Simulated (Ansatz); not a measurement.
```
CELL_PARAMETERS angstrom
9.70838 0.00000 0.00000
0.00000 9.70838 0.00000
0.00000 0.00000 3.12540
ATOMIC_POSITIONS crystal
Rh 0.00000 0.00000 0.50000
Rh 0.50000 0.50000 0.00000
Ir 0.35206 0.17195 0.00000
Ir 0.85206 0.67195 0.50000
Ir 0.82805 0.35206 0.00000
Ir 0.32805 0.85206 0.50000
Ir 0.14794 0.32805 0.50000
Ir 0.64794 0.82805 0.00000
Ir 0.17195 0.64794 0.00000
Ir 0.67195 0.14794 0.50000
O 0.33776 0.05004 0.50000
O 0.83776 0.55004 0.00000
O 0.44996 0.83776 0.00000
O 0.94996 0.33776 0.50000
O 0.16224 0.44996 0.00000
O 0.66224 0.94996 0.50000
O 0.55004 0.16224 0.00000
O 0.05004 0.66224 0.50000
O 0.35630 0.30888 0.50000
O 0.85630 0.80888 0.00000
O 0.19112 0.85630 0.00000
O 0.69112 0.35630 0.50000
O 0.14370 0.19112 0.00000
O 0.64370 0.69112 0.50000
O 0.80888 0.14370 0.00000
O 0.30888 0.64370 0.50000
```

Space group I4/m; built by placing these elements on a known structure type; computed pressure about 5 GPa in this cell; computed without spin polarisation.

Level of theory: DFT, PAW plane waves, r2SCAN (Ansatz 0.2.0).

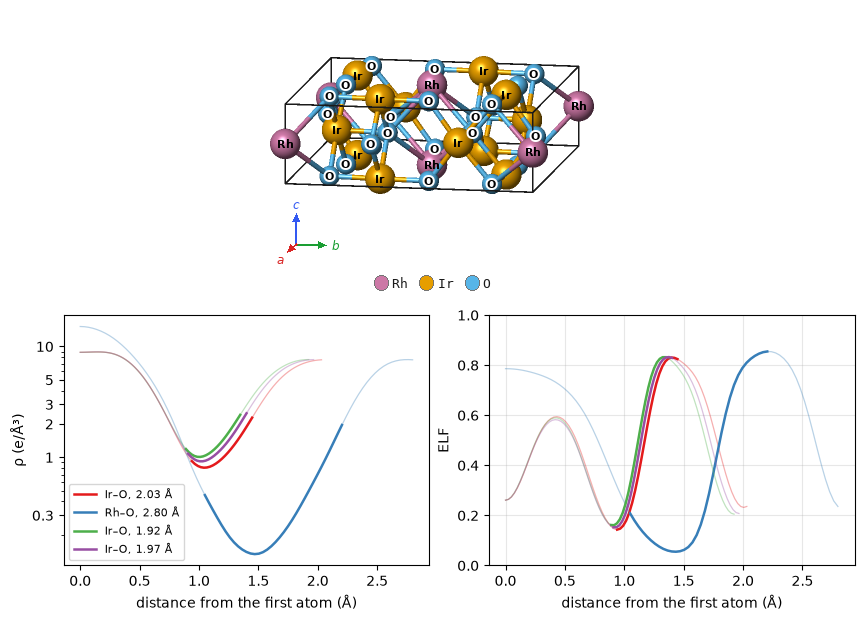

Ir4RhO8. Valence pseudo-density and electron localisation function along straight lines between neighbouring atoms. Thin, pale parts lie inside the atomic spheres. The structure is drawn too.

The density is the valence pseudo-density of a PAW calculation; it isn't the true density close to the nuclei.

Compare the contacts.

Ir–O (2.03 Å): the density is about 0.82 e/Å³ at the midpoint; the ELF peaks at about 0.85 in the valence shell of O, 0.6 Å from its nucleus, and is about 0.20 at the midpoint; no shared electron pair shows on this line.
Rh–O (2.80 Å): ρ at the midpoint is about 0.14 e/Å³; the ELF is about 0.05 at the midpoint; no shared electron pair shows on this line.
Ir–O (1.92 Å): the density is about 1 e/Å³ at the midpoint; the ELF peaks at about 0.85 in the valence shell of O, 0.6 Å from its nucleus, and is about 0.20 at the midpoint: no shared electron pair shows on this line.
Ir–O (1.97 Å): the density is about 0.93 e/Å³ at the midpoint; the ELF peaks at about 0.85 in the valence shell of O, 0.6 Å from its nucleus, and is about 0.20 at the midpoint; no localised pair shows between them.
